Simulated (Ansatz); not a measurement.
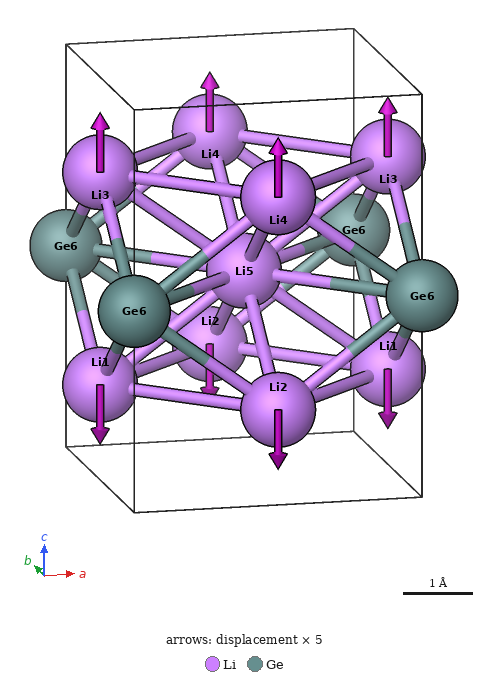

This is a relaxation of solid Li$_{5}$Ge (a generated structure, set up in P4/mmm). The starting structure is drawn; purple arrows show the displacements (the part carried along by the change of the cell is left out), magnified 5 times.

A ball-and-stick model of the cell of the calculation, seen slightly off an axis.

Theory: Ansatz 0.2.0, DFT PBE, scalar-relativistic, plane waves, PAW. (plane-wave cutoff 420 eV; k-point mesh 10 × 10 × 6; occupations gaussian; smearing width 0.1 eV; no spin polarisation; cell and atoms relaxed; force threshold 0.01 eV/Å; at most 80 steps)

Q: What did the optimiser do to the structure, and how much energy did it gain?

A: Over 6 accepted moves (9 points after the start) the energy falls by 11.4 meV per atom. Largest force component: 0.068 eV/Å at the start, 0.0028 eV/Å at the end. Pressure: 0.14 GPa at the start and −0.04 GPa at the end. The line search rejected the trial step at point 4 of the run. At 2 points the geometry stayed and the basis and grid were re-selected for the new cell (energy shift of 0.1 meV per atom at most each time). The largest moves relative to the cell, 0.18 Å, are those of Li1, Li2, Li3 and Li4. Li3 goes along +c. Ge stays in place. The drawn cell changes as follows: a = b 4.288 → 3.972 Å (−7.4 %), c 6.000 → 6.676 Å (+11.3 %); the volume changes by −4.6 %. Some distances before and after: Li1–Li2 3.032 → 2.809 Å, Li5–Ge6 3.032 → 2.809 Å, Li1–Ge6 2.665 → 2.778 Å, Li1–Li5 2.665 → 2.778 Å. The space group stays P4/mmm (No. 123).
